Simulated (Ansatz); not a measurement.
**HNOSi2 (SMILES O=[SiH]N=[Si]): density, localisation and related maps**

```xyz
5

N    -1.7928    1.0233   -2.8668
O     0.7512   -0.1128   -1.9982
Si   -3.0725    1.9484   -2.6016
Si   -0.3865    0.0649   -3.0406
H    -0.4041   -0.6002   -4.3789
```

Geometry: BLYP-D3(BJ)/def2-SVP.

Method: isolated molecule in a Gaussian basis; Kohn-Sham density functional theory, functional PBE0 in Ansatz 0.2.0.

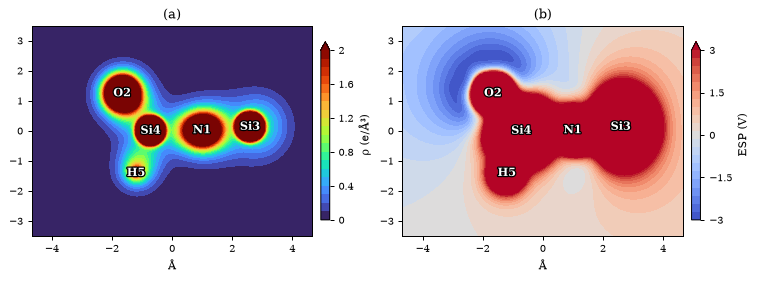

Figure 1. (a) total electron density; (b) molecular electrostatic potential on the molecular plane.

What does the map show?

- The plane passes through N, O, Si and H nuclei.
- Si–O (1.55 Å): the density is about 1.4 e/Å³ at the midpoint.
- Si–N (1.60 Å): the density is about 1.3 e/Å³ at the midpoint.
- Si–H (1.49 Å): the density is about 0.83 e/Å³ at the midpoint.
- Si–N (1.71 Å): ρ is about 1.1 e/Å³ halfway.
- Outside the dense part of the molecule the potential is most negative (−2.9 V) near O2.

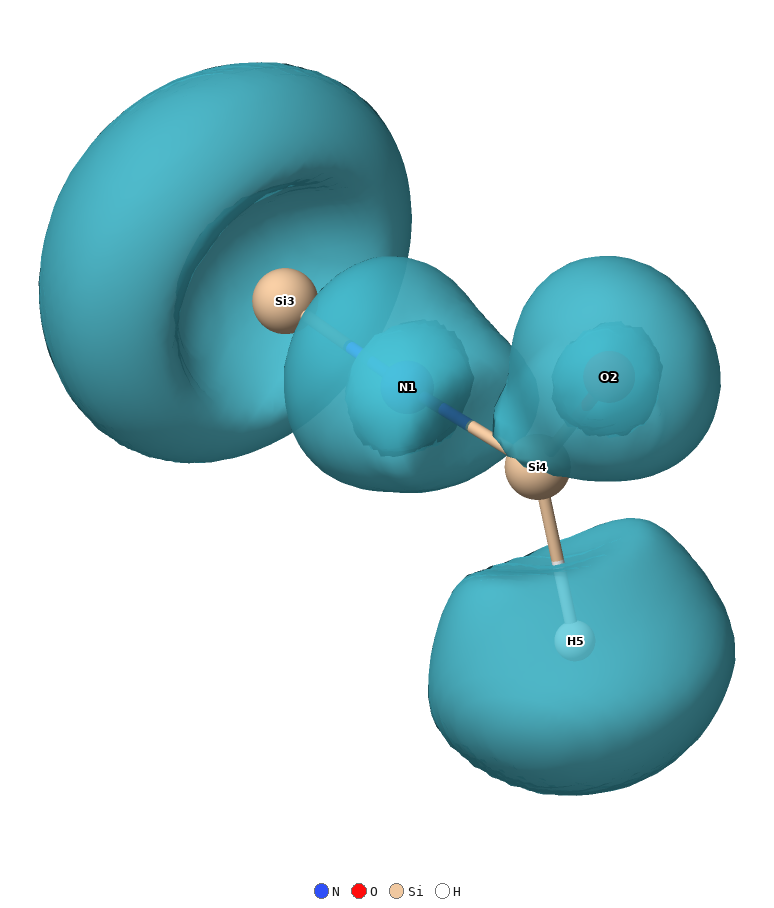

Figure 2. Isosurface of the ELF at 0.75 (cyan), seen at an oblique angle. Core shells and regions of very low density are left out.

Where are the electrons localised?

At this value the surface marks out one region on N in which the atom's valence shell and bonds are merged, one lobe on Si, pointing away from the bonds (lone pairs), one region wrapped around H (its valence shell) and one region wrapped around O (its lone pairs, merged into a ring or cap). Profiles from the grid: Si–O (1.55 Å): the ELF peaks at about 0.80 between the atoms: a short, strongly polar bond. Si–N (1.60 Å): the ELF peaks at about 0.85 between the atoms: a polar covalent bond.

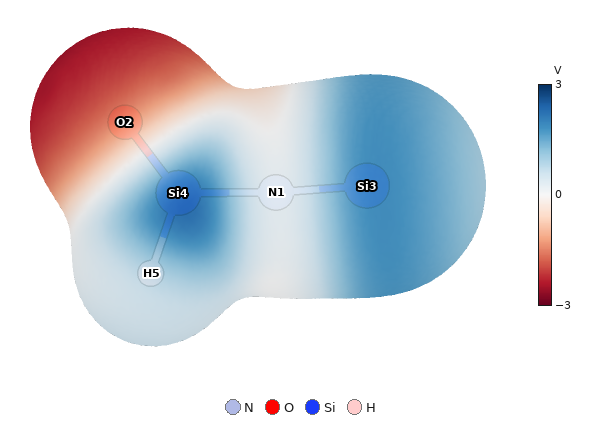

Figure 3. The electrostatic potential painted on the density surface at 0.002 e/bohr³, seen at a tilt; the colour scale runs from red (negative) to blue (positive).

Which sites attract a positive test charge, and which a negative one?

A positive charge is drawn to the negative regions and a negative charge to the positive ones. The most negative region (about −2.5 V, or −58 kcal/mol for a unit charge) lies over O2, the most positive (about +2.2 V, or +51 kcal/mol for a unit charge) over Si4. O2 is the likeliest acceptor of a hydrogen bond.

How polar is the molecule by this calculation?

Its dipole moment is 5.92 D.
